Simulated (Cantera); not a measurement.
Feed: 1 mol PbO, 4.4 mol H2, equilibrated at 31.5 Torr.

Equilibrium computed with Cantera from the NASA thermochemical tables; the gas is ideal and each condensed phase is pure. Candidate condensed phases: H2O, Pb, PbO, PbO2, Pb3O4; 12 gas species. Kinetics and transport are ignored.

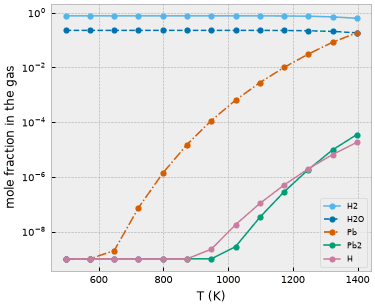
Fig. 1. Equilibrium gas composition (values under 1e-9 drawn at 1e-9)

From 498 K to 573 K the condensed part is Pb(s). From 648 K to 1323 K the condensed part is Pb(l). At 1398 K nothing is condensed.
